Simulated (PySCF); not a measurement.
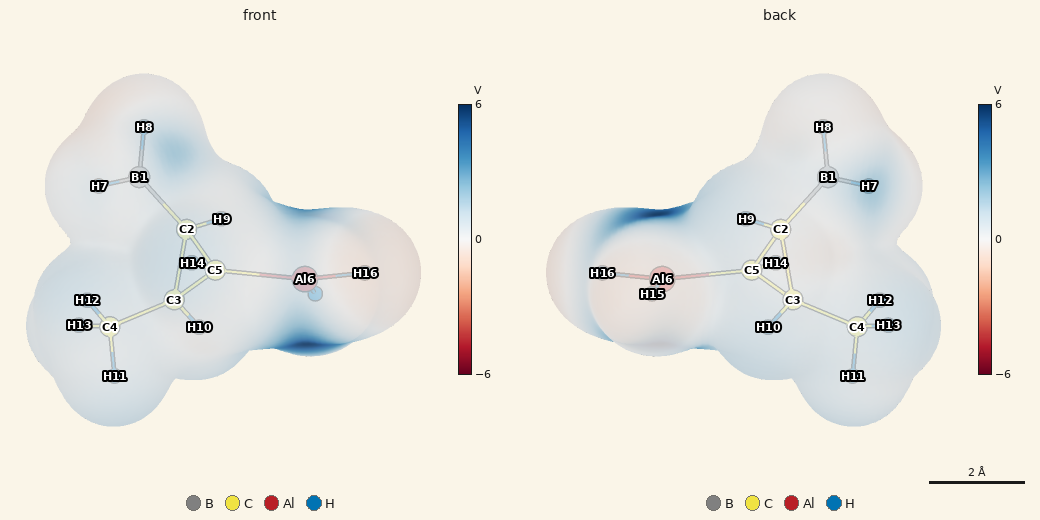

Figure. C4H10AlB. The electrostatic potential painted on the density surface at 0.004 e/bohr³, seen from the front and from behind; red is negative and blue positive.

Geometry: GFN2-xTB.

Level of theory: PySCF 2.14.0, PBE0/pcSseg-1, SCF density, gas phase, non-relativistic.

```xyz
16

B    -0.6357    2.0051    0.2294
C     0.1607    0.8194   -0.3132
C    -0.3251   -0.6085   -0.3628
C    -1.7413   -0.9978   -0.0294
C     0.6654   -0.2571    0.7019
Al    2.4755   -0.6610    0.0237
H    -1.4806    1.8562    1.0253
H    -0.3860    3.0889   -0.1379
H     0.8930    1.0243   -1.1074
H     0.0733   -1.1593   -1.2208
H    -1.7953   -2.0705    0.1542
H    -2.0911   -0.4784    0.8580
H    -2.4098   -0.7596   -0.8557
H     0.2303   -0.1465    1.6927
H     2.5880   -0.8119   -1.5179
H     3.7711   -0.8341    0.8483
```

Where is the surface potential most negative and most positive?

Answer. The most negative region (about −0.5 V, or −12 kcal/mol for a unit charge) lies over H16, the most positive (about +5.5 V, or +127 kcal/mol for a unit charge) over Al6.

How polar is the molecule by this calculation?

Answer. Its dipole moment is 1.05 D.
